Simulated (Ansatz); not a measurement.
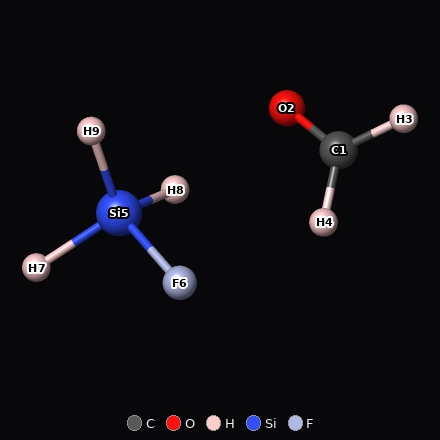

The system is the pair CH₂O···FH₃Si; the picture shows the reference structure. The turn is about an axis along (0.96, −0.28, −0.02) in the frame of the relaxed pair, normal to the line between the partners. The first coordinate is: distance Si5···O2; the second: turn of C1, O2, H3, H4 about Si5. Grid: 9 × 9 points. Points are written as (first, second). All energies are given in kJ/mol relative to the two partners far apart, frozen as in the relaxed pair, each in its own basis (no counterpoise correction). Energies and slopes of some neighbouring points disagree (a jump in structure or state, or too coarse a mesh). Method: RKS PBE-D4/def2-SVPD in Ansatz.

Its coordinates:

```yaml
atoms:
  - { symbol: C, position_ang: [-0.1110, -0.2363, -2.0281] }
  - { symbol: O, position_ang: [0.1787, 0.7299, -1.3512] }
  - { symbol: H, position_ang: [-0.1204, -0.1834, -3.1514] }
  - { symbol: H, position_ang: [-0.3809, -1.2208, -1.5613] }
  - { symbol: Si, position_ang: [0.1048, 0.2447, 1.6254] }
  - { symbol: F, position_ang: [-0.3232, -1.1918, 0.8941] }
  - { symbol: H, position_ang: [0.0572, -0.0348, 3.1004] }
  - { symbol: H, position_ang: [-0.9007, 1.2898, 1.2625] }
  - { symbol: H, position_ang: [1.4956, 0.6026, 1.2098] }
```

Range: distance Si5···O2 from 2.534 to 3.934 Å; turn of C1, O2, H3, H4 about Si5 from −60 to 60°.

> What landscape does the calculation give?

The lowest grid point is at (3.065 Å, 0°), −20 kJ/mol from the two partners far apart, frozen as in the relaxed pair, each in its own basis (no counterpoise correction). The highest grid point, (2.534 Å, −60°), lies 2173 kJ/mol above the lowest. At the highest point the unbonded atoms O2···F6 come to 0.99 Å, against 3.04 Å at the lowest; the sum of their van der Waals radii is about 3.0 Å.

```tsv
turn of C1, O2, H3, H4 about Si5 ↓, distance Si5···O2 →	2.534	2.610	2.735	2.889	3.065	3.259	3.470	3.695	3.934
60	38	27	13	2	−4	−8	−9	−8	−7
45	41	29	15	4	−3	−7	−8	−8	−7
30	25	17	6	−2	−7	−9	−9	−9	−7
15	2	−3	−9	−13	−14	−14	−13	−11	−9
0	−2	−9	−15	−19	−20	−18	−16	−13	−10
−15	79	53	24	3	−9	−14	−14	−13	−11
−30	422	323	204	111	51	17	1	−6	−7
−45	1349	1123	769	454	240	114	48	16	3
−60	2154	1762	1378	1037	601	297	133	54	20
```

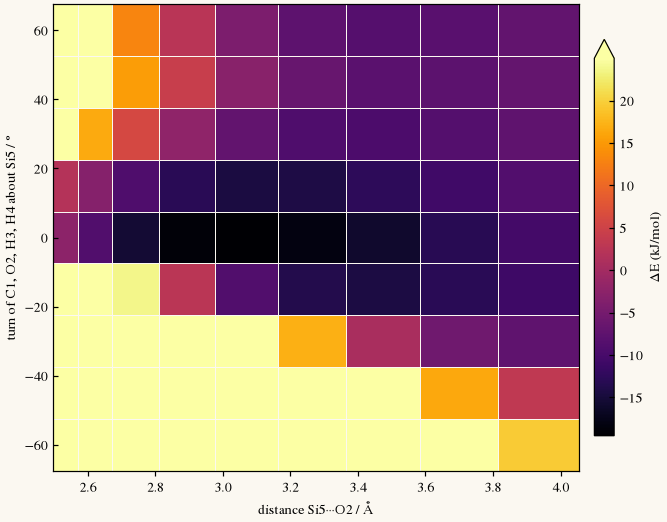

In the figure: one coloured cell a grid point, one colour for all values above the top of the scale.

Time for the 81 points that were run: 11 min on 1 thread of Intel(R) Xeon(R) Platinum 8375C CPU @ 2.90GHz (Ice Lake) (shared host).
